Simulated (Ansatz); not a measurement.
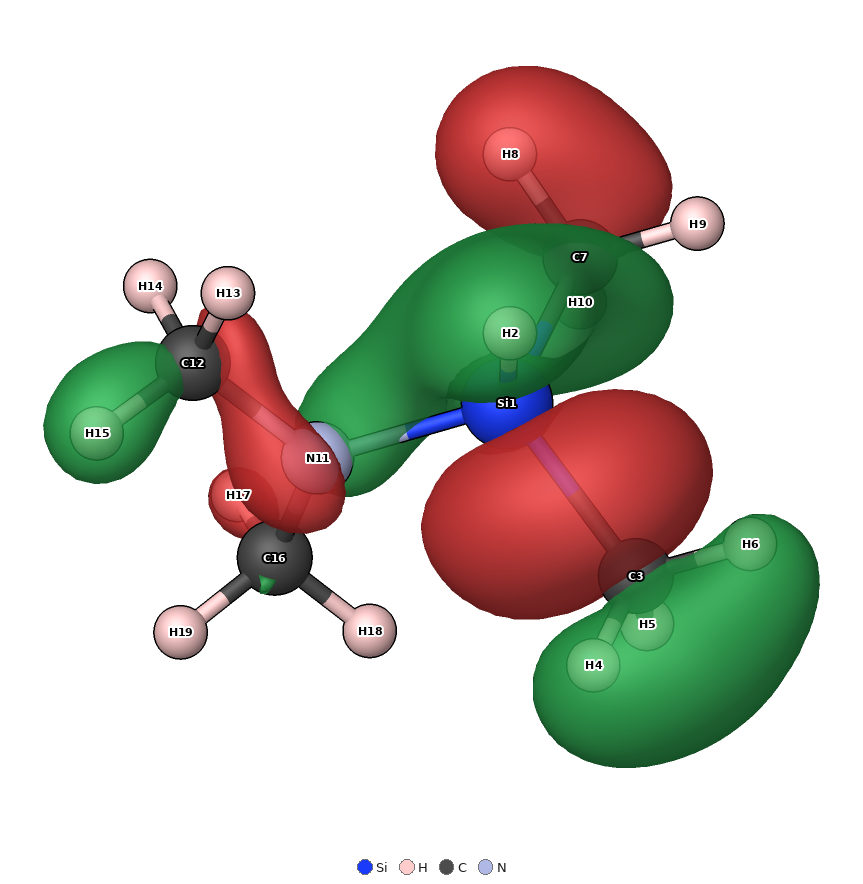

The picture shows: C4H13NSi. The HOMO−1 at ±0.08 Å⁻³ᐟ² (green and red are the two phases), seen across its widest extent.

All numbers below come from Ansatz 0.2.0, RHF/cc-pVDZ.

```xyz
19

Si    0.0714   -0.1108    0.3017
H    -0.0802   -0.2586    1.7779
C     1.9026    0.0413   -0.1383
H     2.4430   -0.8775    0.1038
H     2.0567    0.2602   -1.1988
H     2.3511    0.8595    0.4330
C    -0.8285    1.4714   -0.2264
H    -1.8896    1.4272    0.0366
H    -0.3978    2.3488    0.2661
H    -0.7573    1.6261   -1.3077
N    -0.5997   -1.5717   -0.3947
C    -1.7849   -2.1829    0.1683
H    -1.8840   -1.9303    1.2248
H    -2.7077   -1.8693   -0.3409
H    -1.7267   -3.2748    0.0959
C    -0.3899   -1.9265   -1.7813
H    -1.2126   -1.5979   -2.4327
H     0.5319   -1.4850   -2.1635
H    -0.2994   -3.0131   -1.8920
```

### Describe this orbital and give its energy.

By Hirshfeld shares it lies mainly on C3 (about 35 %), Si1 (about 25 %) and C7 (about 10 %). Its energy is −11.79 eV.
